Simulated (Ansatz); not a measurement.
Pressure series in Rh2Ge

Take Rh2Ge (space group Pnma, No. 62; a = 5.415 Å, b = 4.006 Å, c = 7.576 Å) as the base.

Cell and atoms are relaxed at each pressure.

Calculations: PBEsol in Ansatz (plane waves to 420 eV, PAW, spin-orbit coupling left out), earlier PAW set.

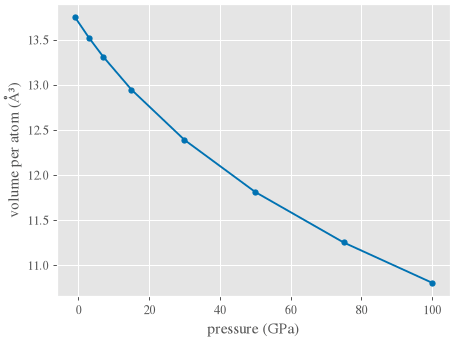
Figure. Volume against pressure

### Question
Estimate the zero-pressure bulk modulus from the plot.

### Answer
About 240 GPa; a third-order Birch–Murnaghan fit to the points gives V₀ = 13.69 Å³/atom, B₀ = 235 GPa and B₀′ = 4.9.

Load acts through the strain it causes; cell and atoms are relaxed under it. Whether these cells are dynamically stable was not tested. Competing high-pressure phases were not computed. The final runs are not spin-polarised.

Ansatz is a first-principles code.
